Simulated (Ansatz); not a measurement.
## Ligand exchange: CH2BrCl + C2H4Ge → CH3Br + C2H3ClGe

Species: CH2BrCl `ClCBr`, singlet; C2H4Ge `C#[C][GeH3]`, singlet; CH3Br (bromomethane) `CBr`, singlet; C2H3ClGe `C#[C][GeH2][Cl]`, singlet. The partners trade Cl for H: C–Cl and Ge–H bonds give way to C–H and Ge–Cl.

Shapes, held fixed at every level: PBE0-D4/def2-TZVP. Programs: Ansatz 0.2.0. The zero-point and thermal change to 298 K, harmonic and unscaled (PBE0-D4/def2-TZVP), is +7.7 kJ/mol.

```
              level                    kind  ΔH(298 K) (kJ/mol)  less CCSD(T)/def2-TZVPP
        HF/def2-SVP            Hartree–Fock              -161.4                    -21.0
   SPW92/def2-TZVPP                     LDA              -121.7                    +18.7
B3LYP-D4/def2-TZVPP           global hybrid              -138.7                     +1.7
 wB97M-V/def2-TZVPP  range-separated hybrid              -139.7                     +0.7
 wB97X-V/def2-TZVPP  range-separated hybrid              -139.0                     +1.4
  B2PLYP/def2-TZVPP           double hybrid              -141.3                     -0.9
   CCSD(T)/def2-SVP   coupled cluster or CI              -140.1                     +0.3
 CCSD(T)/def2-TZVPP   coupled cluster or CI              -140.4                      0.0
```

The highest level, CCSD(T)/def2-TZVPP, gives ΔH(298 K) = -140.4 kJ/mol; the levels span -161.4 to -121.7. The column of differences is taken from that level and isn't an error. No measured value is set beside it here. Relativity is left out for Br, Ge. Outer-core shells of Br, Ge are correlated, in sets that cover them unevenly.

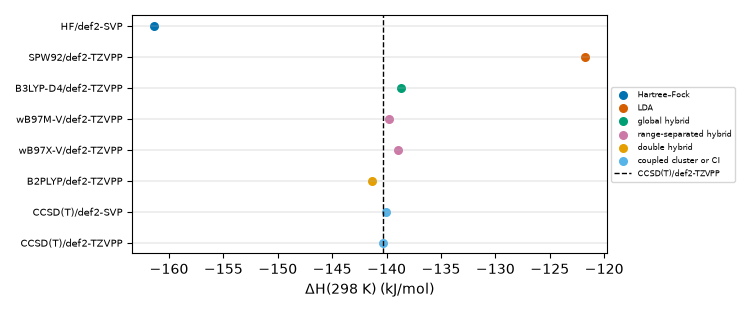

The values of the table, level by level.
